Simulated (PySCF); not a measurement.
**CH4GeO2 (SMILES O=C[O][GeH3]) at HF/ccECP-cc-pVDZ (core potential)**

Aim: the vertical ionisation energy of CH4GeO2 at HF/ccECP-cc-pVDZ (core potential), from 2 runs. Input form: a Python script.

The results are computed with PySCF 2.14.0.

### 1 The structure to begin with

CH4GeO2: 8 atoms, total charge 0, spin state singlet. SMILES: `O=C[O][GeH3]`. Geometry: relaxed at PBE0-D4/def2-TZVP. This is one conformer, not always the lowest.

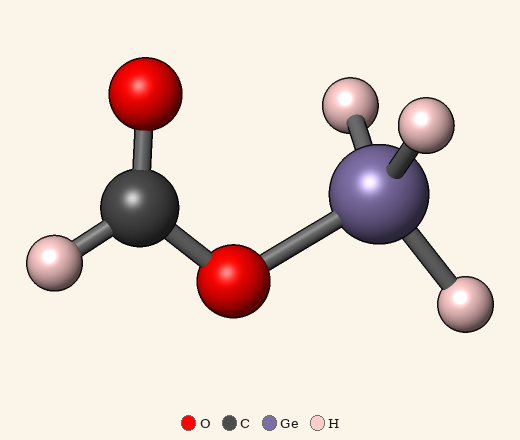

The structure, seen from a chosen angle (oxygen red, carbon dark grey, germanium purple, hydrogen pink).

### 2 The energy at HF/ccECP-cc-pVDZ (core potential)

The input, start.xyz:

```xyz
8
CH4GeO2
O      1.249800    -0.737800     1.111600
C      1.395900     0.277800     0.484100
O      0.493200     0.797800    -0.322800
Ge    -1.061900    -0.180000    -0.421000
H      2.310300     0.889700     0.516800
H     -1.700900    -0.218500     0.966900
H     -0.732900    -1.562300    -0.983900
H     -1.861500     0.676100    -1.407500
```

The input, input.py:

```python
# O=C[O][GeH3]
from pyscf import gto, scf

system = gto.M(
    atom='start.xyz',
    verbose=3,
    basis='ccecp-cc-pvdz',
    ecp={'O': 'ccecp', 'C': 'ccecp', 'Ge': 'ccecp', 'H': 'ccecp'},
    charge=0,
    max_memory=1860,
)

myscf = scf.RHF(system)
myscf.conv_tol = 1e-10
myscf.kernel()
if not myscf.converged:
    myscf = myscf.newton().run(myscf.mo_coeff, myscf.mo_occ)

e_tot = myscf.e_tot
print('E(%s) = %.9f' % ('HF', e_tot))
```

Run with:

```console
$ OMP_NUM_THREADS=1 python input.py
```

Standard output:

```text
converged SCF energy = -43.0918100743826
E(HF) = -43.091810074
```

Wall time 4.2 s (1 thread of Arm Neoverse V2, shared host); peak memory 0.13 GiB.

### 3 The doublet cation, same level

Changes to start.xyz since step 2:

```diff
@@ -1,3 +1,3 @@
 8
-CH4GeO2
+
 O      1.249800    -0.737800     1.111600
```

The input, calc.py:

```python
from pyscf import gto, scf

mol = gto.Mole()
mol.atom = 'start.xyz'
mol.spin = 1
mol.max_memory = 1860
mol.basis = 'ccecp-cc-pvdz'
mol.charge = 1
mol.verbose = 3
mol.ecp = 'ccecp'
mol.build()

mf = scf.UHF(mol)
mf.conv_tol = 1e-10
mf.kernel()
if not mf.converged:
    mf = mf.newton().run(mf.mo_coeff, mf.mo_occ)

energy = mf.e_tot
print('E(%s) = %.9f' % ('HF', energy))
```

Run with:

```console
$ OMP_NUM_THREADS=1 python calc.py
```

Standard output:

```text
SCF not converged.
SCF energy = -42.6451290452018 after 50 cycles  <S^2> = 0.79327703  2S+1 = 2.0428187
converged SCF energy = -42.6451290454258  <S^2> = 0.79327761  2S+1 = 2.0428192
E(HF) = -42.645129045
```

Wall time 7.2 s (1 thread of Arm Neoverse V2, shared host); peak memory 0.14 GiB.

### 4 Summary of results

At HF/ccECP-cc-pVDZ (core potential):

| quantity | value |
| --- | --- |
| singlet CH4GeO2: total energy | -43.09181 Eh |
| singlet CH4GeO2: dipole moment | 1.95 D |
| singlet CH4GeO2: HOMO energy | -12.57 eV |
| singlet CH4GeO2: LUMO energy | 3.13 eV |
| singlet CH4GeO2: HOMO–LUMO gap | 15.70 eV |
| doublet cation: total energy | -42.64513 Eh |
| doublet cation: HOMO energy (highest over α and β) | -16.42 eV |
| doublet cation: LUMO energy (lowest over α and β) | -11.26 eV |
| doublet cation: ⟨S²⟩ | 0.793 |
| vertical ionisation energy (to the doublet cation) | 12.155 eV |

In words: The vertical ionisation energy comes to 12.15 eV (1173 kJ/mol). The negative HOMO energy of the first species, 12.57 eV, lies 0.41 eV above that difference.
